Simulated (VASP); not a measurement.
Band structure of NbSi (relaxed from the WC structure, space group P-6m2). Level of theory: PBEsol GGA, VASP's PBE PAW potentials (set 64) (plane waves; VASP).

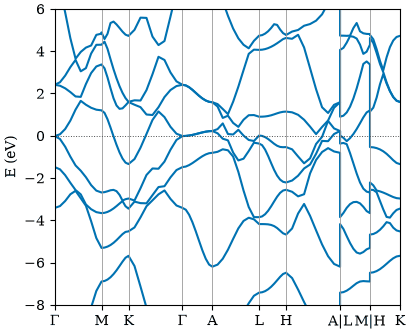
Figure. Bands along high-symmetry lines, zero at the valence-band maximum or, without a gap, the Fermi level

**Question.** Read the plot: is there a gap, and where are the band edges?

**Answer.** It has no gap at this level: it comes out as a metal or semimetal. (Edges off the drawn lines would not show.)

The structure was generated: NbSi was put into the WC type (P-6m2), which need not be its known phase. It was relaxed first, which changed the volume by -13 %. The electron count is odd and the run is not spin-polarised, which forces a metal.
